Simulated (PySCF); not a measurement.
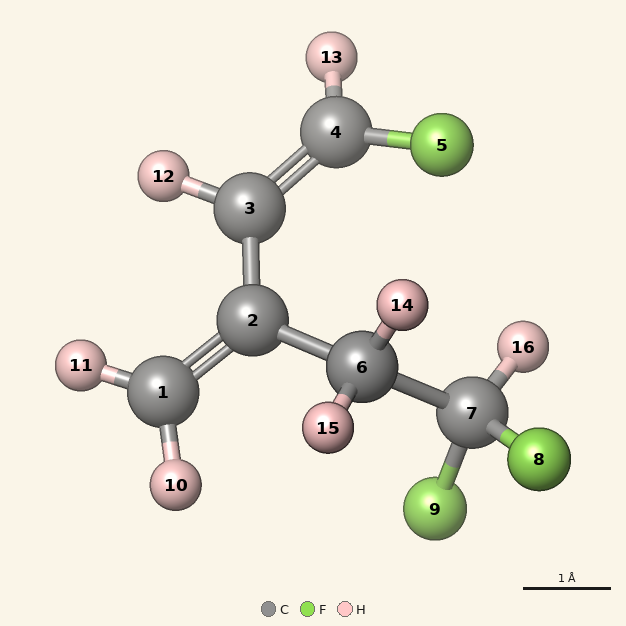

Orthographic view. Distant atoms are faded towards the background colour. Geometry: a frame of a GFN2-xTB molecular-dynamics simulation, not a minimum.

Write a MOL file (V2000) with the atoms in numerical order, bonds sorted by atom number with the orders drawn, and coordinates in the frame of the picture: x right, y up, z towards the viewer, origin at the mean position.

```
C6H7F3
                    3D

 16 15  0  0  0  0  0  0  0  0999 V2000
   -1.9000   -0.8400   -0.0400 C   0  0  0  0  0  0  0  0  0  0  0  0
   -0.8700   -0.0100    0.1700 C   0  0  0  0  0  0  0  0  0  0  0  0
   -0.9100    1.2700   -0.4000 C   0  0  0  0  0  0  0  0  0  0  0  0
    0.0900    2.1500   -0.7100 C   0  0  0  0  0  0  0  0  0  0  0  0
    1.3000    2.0100   -0.1200 F   0  0  0  0  0  0  0  0  0  0  0  0
    0.3900   -0.5500    0.8300 C   0  0  0  0  0  0  0  0  0  0  0  0
    1.6500   -1.0700   -0.0100 C   0  0  0  0  0  0  0  0  0  0  0  0
    2.4200   -1.6100    0.9000 F   0  0  0  0  0  0  0  0  0  0  0  0
    1.2200   -2.1800   -0.7800 F   0  0  0  0  0  0  0  0  0  0  0  0
   -1.7600   -1.9100    0.1700 H   0  0  0  0  0  0  0  0  0  0  0  0
   -2.8500   -0.5300   -0.3000 H   0  0  0  0  0  0  0  0  0  0  0  0
   -1.9000    1.6500   -0.8000 H   0  0  0  0  0  0  0  0  0  0  0  0
    0.0300    3.0100   -1.4000 H   0  0  0  0  0  0  0  0  0  0  0  0
    0.8500    0.1600    1.5000 H   0  0  0  0  0  0  0  0  0  0  0  0
   -0.0100   -1.2500    1.5800 H   0  0  0  0  0  0  0  0  0  0  0  0
    2.2400   -0.3200   -0.6100 H   0  0  0  0  0  0  0  0  0  0  0  0
  1  2  2  0
  1 10  1  0
  1 11  1  0
  2  3  1  0
  2  6  1  0
  3  4  2  0
  3 12  1  0
  4  5  1  0
  4 13  1  0
  6  7  1  0
  6 14  1  0
  6 15  1  0
  7  8  1  0
  7  9  1  0
  7 16  1  0
M  END
```
